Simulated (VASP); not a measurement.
**GaHCNF: ELF calculation**

The run: ELF calculation of GaHCNF (5 atoms in the cell). Method and program: Kohn-Sham DFT of a periodic cell, PBE, VASP PAW PBE potentials, recommended, no spin polarisation (VASP 6.6.1).

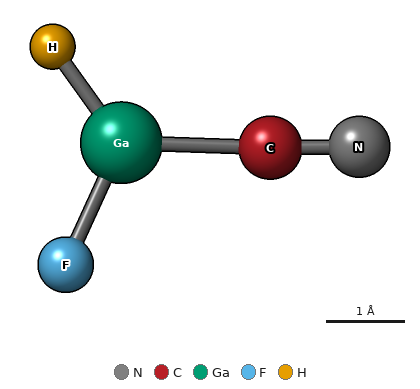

**Figure 1.** The structure as given in the input (ball-and-stick view of the molecule without its box, seen on its broad side). Bond lengths as drawn: C–Ga 1.93 Å, C–N 1.15 Å, F–Ga 1.74 Å and Ga–H 1.54 Å.

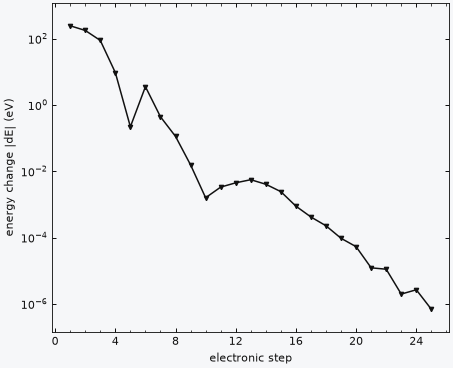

**Figure 2.** Convergence of the self-consistent field: energy change |dE| against the electronic step. It takes 25 electronic steps. The density is held fixed in the first few steps, and dE rises again when its update begins.

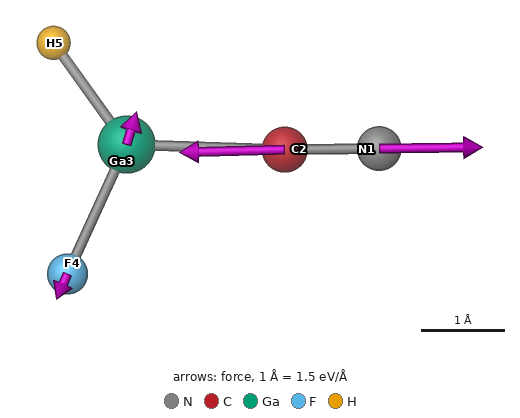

**Figure 3.** Forces on the atoms as pink arrows (ball-and-stick view of the molecule without its box, seen at a tilt; atoms are numbered from 1 in the order of the input); the smallest are left out. The largest act on C2 (1.94 eV/Å); N1 (1.91 eV/Å); Ga3 (0.64 eV/Å). The geometry is not a stationary point of this energy.

These pictures come from the run below.

### INCAR
```
SYSTEM = GaHCNF
ALGO = Normal
EDIFF = 1E-6
ENCUT = 520
GGA = PE
ISIF = 2
ISMEAR = 0
LASPH = .TRUE.
LCHARG = .TRUE.
LELF = .TRUE.
LREAL = .FALSE.
LWAVE = .FALSE.
NELM = 60
PREC = Accurate
SIGMA = 0.01
```

### KPOINTS
```
k-points
0
G
  1 1 1
  0 0 0
```

### POSCAR
```
GaHCNF
1.0
   12.0000000000      0.0000000000      0.0000000000
    0.0000000000     13.0000000000      0.0000000000
    0.0000000000      0.0000000000     12.0000000000
N C Ga F H
1 1 1 1 1
Direct
    0.6235291700      0.3616192300      0.6011083300
    0.5757791700      0.4225807700      0.5503000000
    0.5007208300      0.5290192300      0.4668166700
    0.3786375000      0.4849807700      0.4045583300
    0.5372958300      0.6416115400      0.4518083300
```

Launched with:
```bash
cat potpaw_PBE.64/N/POTCAR potpaw_PBE.64/C/POTCAR potpaw_PBE.64/Ga_d/POTCAR potpaw_PBE.64/F/POTCAR potpaw_PBE.64/H/POTCAR > POTCAR
mpirun -np 1 vasp_gam > vasp.out
```

### OSZICAR
```
N       E                     dE             d eps       ncg     rms          rms(c)
DAV:   1     0.245361319272E+03    0.24536E+03   -0.94122E+03    54   0.970E+02
DAV:   2     0.676679382156E+02   -0.17769E+03   -0.17537E+03    68   0.188E+02
DAV:   3    -0.211074472107E+02   -0.88775E+02   -0.88183E+02    49   0.115E+02
DAV:   4    -0.306229477720E+02   -0.95155E+01   -0.94824E+01    52   0.487E+01
DAV:   5    -0.308432606194E+02   -0.22031E+00   -0.22003E+00    54   0.907E+00    0.108E+01
DAV:   6    -0.272738375259E+02    0.35694E+01   -0.10958E+01    68   0.402E+01    0.542E+00
DAV:   7    -0.268331565962E+02    0.44068E+00   -0.15549E+00    60   0.946E+00    0.283E+00
DAV:   8    -0.267203898595E+02    0.11277E+00   -0.48559E-01    49   0.576E+00    0.110E+00
DAV:   9    -0.267047933701E+02    0.15596E-01   -0.48556E-02    44   0.215E+00    0.458E-01
DAV:  10    -0.267032027944E+02    0.15906E-02   -0.22016E-02    38   0.124E+00    0.240E-01
DAV:  11    -0.267065303806E+02   -0.33276E-02   -0.10968E-02    54   0.104E+00    0.150E-01
DAV:  12    -0.267110153058E+02   -0.44849E-02   -0.31563E-03    46   0.456E-01    0.123E-01
DAV:  13    -0.267165817912E+02   -0.55665E-02   -0.34908E-03    54   0.464E-01    0.518E-02
DAV:  14    -0.267206402823E+02   -0.40585E-02   -0.88170E-04    46   0.208E-01    0.321E-02
DAV:  15    -0.267230675651E+02   -0.24273E-02   -0.42506E-04    46   0.105E-01    0.167E-02
DAV:  16    -0.267239543720E+02   -0.88681E-03   -0.13796E-04    38   0.744E-02    0.155E-02
DAV:  17    -0.267243715457E+02   -0.41717E-03   -0.42107E-05    46   0.427E-02    0.646E-03
DAV:  18    -0.267245981180E+02   -0.22657E-03   -0.21025E-05    38   0.234E-02    0.311E-03
DAV:  19    -0.267246930412E+02   -0.94923E-04   -0.71215E-06    38   0.204E-02    0.474E-03
DAV:  20    -0.267247461087E+02   -0.53067E-04   -0.47755E-06    38   0.187E-02    0.978E-04
DAV:  21    -0.267247583235E+02   -0.12215E-04   -0.51571E-07    30   0.445E-03    0.933E-04
DAV:  22    -0.267247694052E+02   -0.11082E-04   -0.35046E-07    30   0.339E-03    0.336E-04
DAV:  23    -0.267247713759E+02   -0.19707E-05   -0.59370E-08    38   0.141E-03    0.167E-04
DAV:  24    -0.267247740340E+02   -0.26582E-05   -0.43151E-08    30   0.971E-04    0.995E-05
DAV:  25    -0.267247747210E+02   -0.68691E-06   -0.79172E-09    30   0.536E-04
   1 F= -.26724775E+02 E0= -.26724775E+02  d E =-.942688E-48
```

### Parts of OUTCAR
```
SYSTEM = GaHCNF
   EDIFF = 1E-6
   ENCUT = 520
   GGA = PE
   ISIF = 2
   ISMEAR = 0
   LASPH = .TRUE.
   LREAL = .FALSE.
   NELM = 60
   PREC = Accurate

 ion  position               nearest neighbor table
   1  0.624  0.362  0.601-   2 1.15
   2  0.576  0.423  0.550-   1 1.15   3 1.93
   3  0.501  0.529  0.467-   5 1.54   4 1.74   2 1.93
   4  0.379  0.485  0.405-   3 1.74
   5  0.537  0.642  0.452-   3 1.54

  LATTYP: Found a simple tetragonal cell.
 ALAT       =    12.0000000000
 C/A-ratio  =     1.0833333333

  Lattice vectors:

 A1 = ( -12.0000000000,   0.0000000000,   0.0000000000)
 A2 = (   0.0000000000,   0.0000000000,  12.0000000000)
 A3 = (   0.0000000000,  13.0000000000,   0.0000000000)

Analysis of symmetry for initial positions (statically):
=====================================================================
 Subroutine PRICEL returns:
 Original cell was already a primitive cell.

 Routine SETGRP: Setting up the symmetry group for a
 simple tetragonal supercell.

 Subroutine GETGRP returns: Found  1 space group operations
 (whereof  1 operations were pure point group operations)
 out of a pool of 16 trial point group operations.

The static configuration has the point symmetry C_1 .

Analysis of symmetry for dynamics (positions and initial velocities):
=====================================================================
 Subroutine PRICEL returns:
 Original cell was already a primitive cell.

 Routine SETGRP: Setting up the symmetry group for a
 simple tetragonal supercell.

 Subroutine GETGRP returns: Found  1 space group operations
 (whereof  1 operations were pure point group operations)
 out of a pool of 16 trial point group operations.

The dynamic configuration has the point symmetry C_1 .

 Subroutine INISYM returns: Found  1 space group operations
 (whereof  1 operations are pure point group operations),
 and found     1 'primitive' translations

----------------------------------------------------------------------------------------

                                     Primitive cell

  volume of cell :    1872.0000

  direct lattice vectors                    reciprocal lattice vectors
    12.000000000  0.000000000  0.000000000     0.083333333  0.000000000  0.000000000
     0.000000000 13.000000000  0.000000000     0.000000000  0.076923077  0.000000000
     0.000000000  0.000000000 12.000000000     0.000000000  0.000000000  0.083333333

  length of vectors
    12.000000000 13.000000000 12.000000000     0.083333333  0.076923077  0.083333333

  position of ions in fractional coordinates (direct lattice)
     0.623529170  0.361619230  0.601108330
     0.575779170  0.422580770  0.550300000
     0.500720830  0.529019230  0.466816670
     0.378637500  0.484980770  0.404558330
     0.537295830  0.641611540  0.451808330

  ion indices of the primitive-cell ions
   primitive index   ion index
                 1           1
                 2           2
                 3           3
                 4           4
                 5           5

----------------------------------------------------------------------------------------

 KPOINTS: k-points

Automatic generation of k-mesh.
 Grid dimensions read from file:
 generate k-points for:    1    1    1

 Generating k-lattice:

  Cartesian coordinates                     Fractional coordinates (reciprocal lattice)
     0.083333333  0.000000000  0.000000000     1.000000000  0.000000000  0.000000000
     0.000000000  0.076923077  0.000000000     0.000000000  1.000000000  0.000000000
     0.000000000  0.000000000  0.083333333     0.000000000  0.000000000  1.000000000

  Length of vectors
     0.083333333  0.076923077  0.083333333

  Shift w.r.t. Gamma in fractional coordinates (k-lattice)
     0.000000000  0.000000000  0.000000000

 Subroutine IBZKPT returns following result:
 ===========================================

 Found      1 irreducible k-points:

 Following reciprocal coordinates:
            Coordinates               Weight
  0.000000  0.000000  0.000000      1.000000
   k-points           NKPTS =      1   k-points in BZ     NKDIM =      1   number of bands    NBANDS=     19
   number of dos      NEDOS =    301   number of ions     NIONS =      5
   total plane-waves  NPLWV = 793800
   dimension x,y,z NGX =    90 NGY =   98 NGZ =   90
   dimension x,y,z NGXF=   180 NGYF=  196 NGZF=  180
   ions per type =               1   1   1   1   1
   NGX,Y,Z   is equivalent  to a cutoff of  12.47, 12.53, 12.47 a.u.
   NGXF,Y,Z  is equivalent  to a cutoff of  24.94, 25.06, 24.94 a.u.
 SYSTEM =  GaHCNF
   PREC   = accura    normal or accurate (medium, high low for compatibility)
   ISTART =      0    job   : 0-new  1-cont  2-samecut
   ICHARG =      2    charge: 1-file 2-atom 10-const
   ISPIN  =      1    spin polarized calculation?
   LNONCOLLINEAR =      F non collinear calculations
   LSORBIT =      F    spin-orbit coupling
   LASPH  =      T    aspherical Exc in radial PAW
   ENCUT  =  520.0 eV  38.22 Ry    6.18 a.u.  22.31 24.17 22.31*2*pi/ulx,y,z
   NELM   =     60;   NELMIN=  2; NELMDL= -5     # of ELM steps
   EDIFF  = 0.1E-05   stopping-criterion for ELM
   LREAL  =      F    real-space projection
   EDIFFG = 0.1E-04   stopping-criterion for IOM
   NSW    =      0    number of steps for IOM
   IBRION =     -1    ionic relax: 0-MD 1-quasi-New 2-CG
   NFREE  =      0    steps in history (QN), initial steepest desc. (CG)
   ISIF   =      2    stress and relaxation
   ISYM   =      2    0-nonsym 1-usesym 2-fastsym
   POTIM  = 0.5000    time-step for ionic-motion
   TEBEG  =    0.0;   TEEND  =   0.0 temperature during run
   PSTRESS=    0.0 pullay stress
   NELECT =      30.0000    total number of electrons
   NUPDOWN=      -1.0000    fix difference up-down
   EMIN   =  10.00;   EMAX   =-10.00  energy-range for DOS
   EFERMI =   0.00;   METHOD = LEGACY
   ISMEAR =     0;   SIGMA  =   0.01  broadening in eV -4-tet -1-fermi 0-gaus
   EFERMI_NEDOS =   21; number of points for ismear=-14 and -15
   IALGO  =     38    algorithm
   IMIX   =      4    mixing-type and parameters
     AMIX     =   0.40;   BMIX     =  1.00
     AMIX_MAG =   1.60;   BMIX_MAG =  1.00
  volume/ion in A,a.u.               =     374.40      2526.58
  Fermi-wavevector in a.u.,A,eV,Ry     =   0.412743  0.779972  2.317847  0.170357
  Thomas-Fermi vector in A             =   1.369916
   LORBIT       =      0    0 simple, 1 ext, 2 COOP (PROOUT), +10 PAW based schemes
   GGA     = PE    functional components
   LHFCALC =     F    Hartree Fock is set to
   AEXX    =    0.0000 exact exchange contribution
   IVDW    =     0    specifies the selected vdW correction
   LEPSILON=     F    determine dielectric tensor
   LRPA    =     F    only Hartree local field effects (RPA)
 non-spin polarized calculation
 Gauss-broadening in eV      SIGMA  =   0.01
  energy-cutoff  :      520.00
  volume of cell :     1872.00
 maximum number of plane-waves:     25235
 NGX is ok and might be reduce to    90
   NGX = 45   NGY = 49   NGZ = 45

 number of electron      29.9999991 magnetization

 Free energy of the ion-electron system (eV)
  ---------------------------------------------------
  ext. energy  EPLUGINS =         0.00000000
  ---------------------------------------------------
  free energy    TOTEN  =       -26.72477472 eV

  energy without entropy =      -26.72477472  energy(sigma->0) =      -26.72477472

 E-fermi :  -8.1806     XC(G=0):  -0.6939     alpha+bet : -0.2663

 val. band max:       -8.2832766728   @ k =   0.0000   0.0000   0.0000
 cond. band min:      -3.1761965805   @ k =   0.0000   0.0000   0.0000
 fundamental gap:      5.1070800923
 Fermi energy:        -8.1806094583

 k-point     1 :       0.0000    0.0000    0.0000
  band No.  band energies     occupation
      1     -28.6783      2.00000
      2     -22.7614      2.00000
      3     -20.7340      2.00000
      4     -20.6067      2.00000
      5     -20.5627      2.00000
      6     -20.4778      2.00000
      7     -20.3403      2.00000
      8     -13.5527      2.00000
      9     -10.8426      2.00000
     10      -9.8840      2.00000
     11      -9.5111      2.00000
     12      -9.0496      2.00000
     13      -8.7952      2.00000
     14      -8.6416      2.00000
     15      -8.2833      2.00000
     16      -3.1762      0.00000
     17      -1.6802      0.00000
     18      -1.2314      0.00000
     19      -0.2455      0.00000

------------------------ aborting loop because EDIFF is reached ----------------------------------------

  FORCE on cell =-STRESS in cart. coord.  units (eV):
  Direction    XX          YY          ZZ          XY          YZ          ZX
  --------------------------------------------------------------------------------------
  -------------------------------------------------------------------------------------
  Total        1.0501499      0.8597851      0.6772548     -0.5236621     -0.6370051      0.8777708
  in kB        0.8987855      0.7358590      0.5796380     -0.4481835     -0.5451897      0.7512524
  external PRESSURE =       0.7380942 kB  Pullay stress =       0.0000000 kB

 VOLUME and BASIS-vectors are now :
 -----------------------------------------------------------------------------
  energy-cutoff  :      520.00
  volume of cell :     1872.00
      direct lattice vectors                 reciprocal lattice vectors
    12.000000000  0.000000000  0.000000000     0.083333333  0.000000000  0.000000000
     0.000000000 13.000000000  0.000000000     0.000000000  0.076923077  0.000000000
     0.000000000  0.000000000 12.000000000     0.000000000  0.000000000  0.083333333

 POSITION                                       TOTAL-FORCE (eV/Angst)
 -----------------------------------------------------------------------------------
      7.48235      4.70105      7.21330         0.950758     -1.312160      1.013041
      6.90935      5.49355      6.60360        -0.987255      1.317267     -1.034813
      6.00865      6.87725      5.60180         0.525758      0.285803      0.239870
      4.54365      6.30475      4.85470        -0.437993     -0.179636     -0.221362
      6.44755      8.34095      5.42170        -0.051268     -0.111274      0.003263
 -----------------------------------------------------------------------------------
    total drift:                                0.000791     -0.000759     -0.000751

  FREE ENERGIE OF THE ION-ELECTRON SYSTEM (eV)
  ---------------------------------------------------
  free  energy   TOTEN  =       -26.7247747210 eV

  energy  without entropy=      -26.7247747210  energy(sigma->0) =      -26.72477472
```

### CONTCAR
```
GaHCNF
   1.00000000000000
    12.0000000000000000    0.0000000000000000    0.0000000000000000
     0.0000000000000000   13.0000000000000000    0.0000000000000000
     0.0000000000000000    0.0000000000000000   12.0000000000000000
  N               C               Ga              F               H
     1     1     1     1     1
Direct
     0.6235291699999976    0.3616192300000023    0.6011083300000024
     0.5757791699999970    0.4225807700000033    0.5503000000000000
     0.5007208299999988    0.5290192300000029    0.4668166700000000
     0.3786375000000035    0.4849807699999999    0.4045583300000004
     0.5372958299999979    0.6416115399999995    0.4518083299999986

  0.00000000E+00  0.00000000E+00  0.00000000E+00
  0.00000000E+00  0.00000000E+00  0.00000000E+00
  0.00000000E+00  0.00000000E+00  0.00000000E+00
  0.00000000E+00  0.00000000E+00  0.00000000E+00
  0.00000000E+00  0.00000000E+00  0.00000000E+00
```

### Key numbers

```csv
quantity,value
outcome,converged
electrons treated,30
free energy,−26.7248 eV
Fermi energy of the self-consistent step,−8.181 eV
gap on the k-point mesh,5.11 eV
largest force (length of the vector),1.944 eV/Å
hardware,"1 thread of Intel Xeon @ 2.90GHz (Ice Lake), 128 GiB of memory available, shared host"
wall time,3.3 min
peak memory,1.3 GiB
```
